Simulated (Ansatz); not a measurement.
## Hypothetical P6_3/mmc HgI2: response to strain

Base system: HgI$_{2}$ in the 2H-MoS2 type structure (space group P6_3/mmc, No. 194; a = 4.166 Å, c = 14.183 Å; a hypothetical phase, not in the database extracts checked).

Strains are applied to the cell and any free atomic positions relax.

Calculations: DFT with PBE-D3(BJ), PAW potentials and a 420 eV plane-wave cutoff in Ansatz (an electronic-structure program), without spin-orbit coupling.

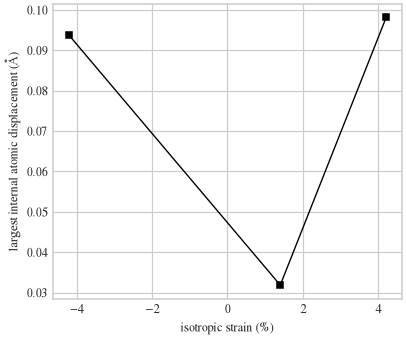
*Largest internal atomic displacement against isotropic strain*

```tsv
isotropic strain (%)	largest internal atomic displacement
-4.21	0.094 Å
1.4	0.032 Å
4.21	0.098 Å
```

Stability against distortions was not tested. The final runs are not spin-polarised.
